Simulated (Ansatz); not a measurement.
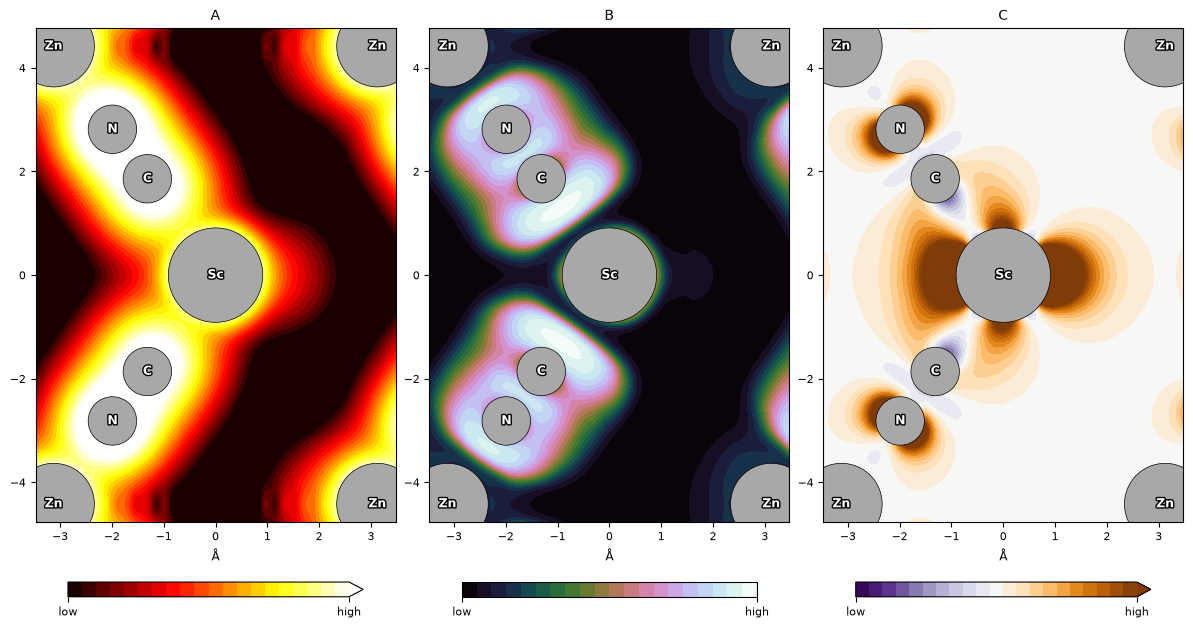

ScZnC4N4: 3 fields on the (011) plane of the conventional cell, with unlabelled colour scales. Grey discs cover the atomic cores.

Space group P-43m; a structure generated by program, which may or may not match a known phase; spin-polarised.

Theory: Ansatz, DFT PBE, scalar-relativistic, plane waves, PAW.

Question: The panels show electron localisation function, spin density and valence pseudo-density in some order. Assign them.

Answer: Panel A: valence pseudo-density. Panel B: electron localisation function. Panel C: spin density (confined to the magnetic sites and close to zero elsewhere). From the grid: C–N (1.17 Å): ρ at the midpoint is about 3.5 e/Å³; the ELF peaks at about 0.85 between the atoms. Zn–N (1.96 Å): ρ at the midpoint is about 0.65 e/Å³; the ELF peaks at about 0.90 in the valence shell of N, 0.6 Å from its nucleus, and is about 0.30 at the midpoint.
